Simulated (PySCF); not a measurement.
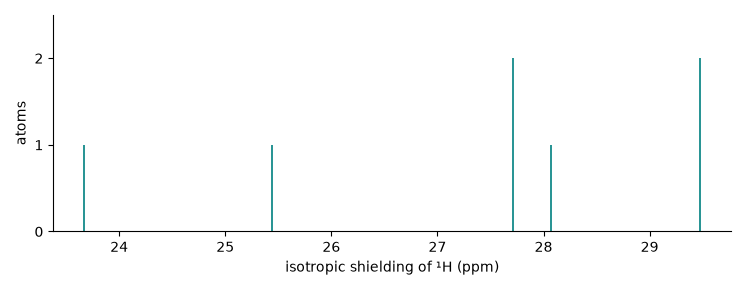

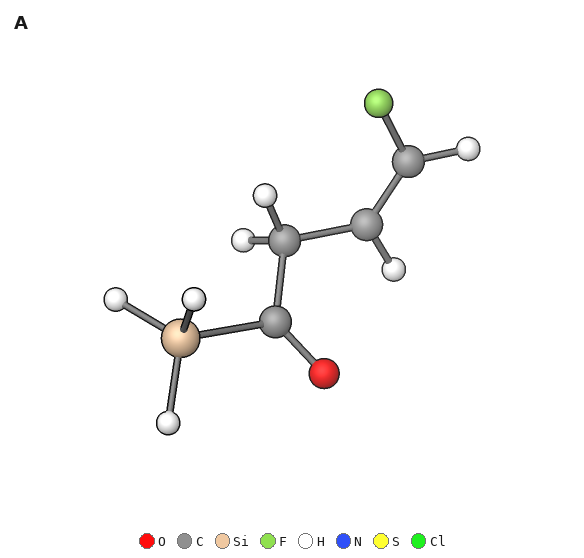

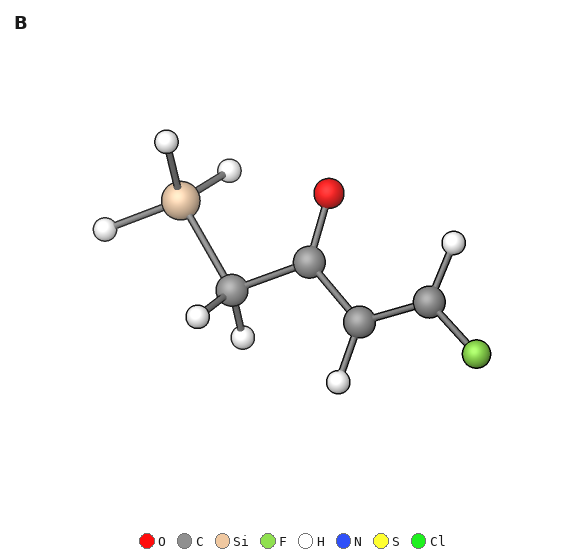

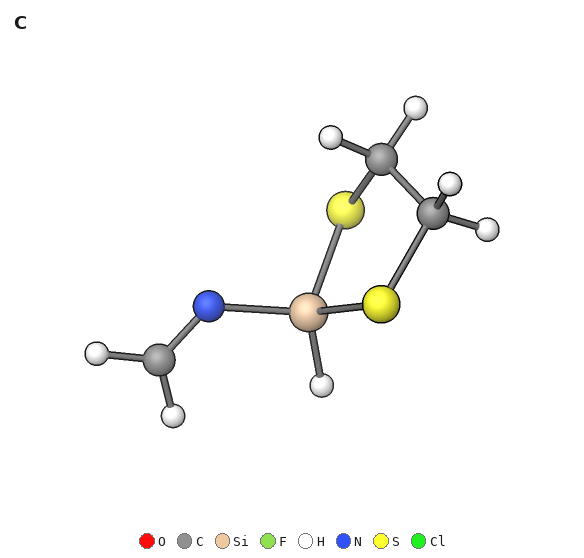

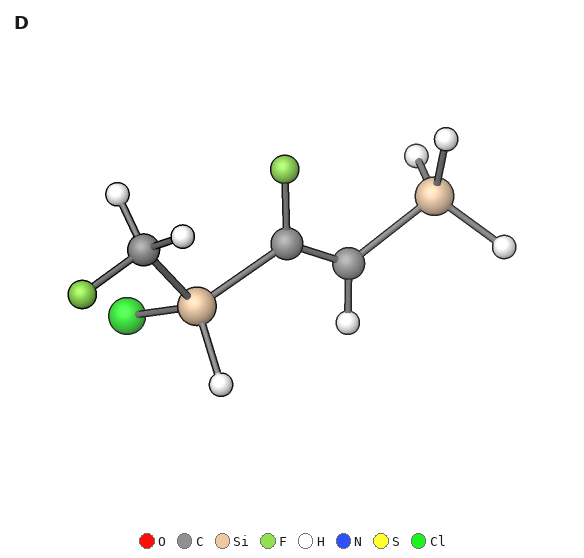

The sticks are computed shieldings of one of the molecules, for one fixed geometry (GFN2-xTB) without averaging over rotations. Low shielding means a high chemical shift. Method: GIAO PBE0/pcSseg-1 NMR shielding, non-relativistic, gas phase (PySCF 2.14.0).

Question: Which molecule gives this pattern?

Answer: B, `O=C(/C=C/F)C[SiH3]`. Its 7 H atoms give lines at 23.67, 25.44, 27.72 (2 atoms), 28.07, 29.48 (2 atoms) ppm.

The geometry is semi-empirical. Around Si such bond lengths and angles can be off by a tenth of an ångström or more and by several degrees, and values that hang on the shape move with them.
